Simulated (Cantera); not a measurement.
Input: 1 mol SiC, 0.037 mol CO₂, a varied amount of H₂, equilibrated at 1873 K and 0.120 Pa.

These are equilibrium values from Cantera (NASA tables, ideal gas, pure condensed phases), not measurements of a reactor. Candidate condensed phases: C, C₆H₆, C₇H₈, C₈H₁₈, H₂O, Si, SiC, SiO₂; 123 gas species. Equilibrium is a limit: real reactors are often held back by kinetics, nucleation or transport.

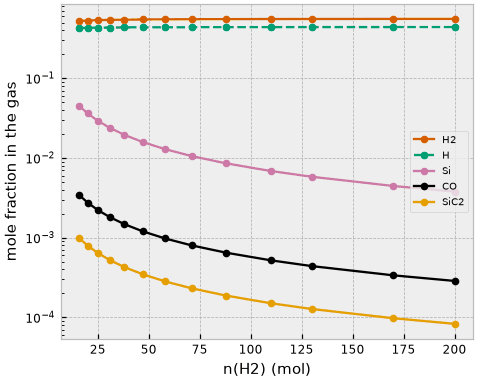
Equilibrium gas composition (values under 1e-9 drawn at 1e-9)

From 16 mol H₂ to 200 mol H₂ the condensed part is C(graphite). The main Si-bearing gas is Si throughout.
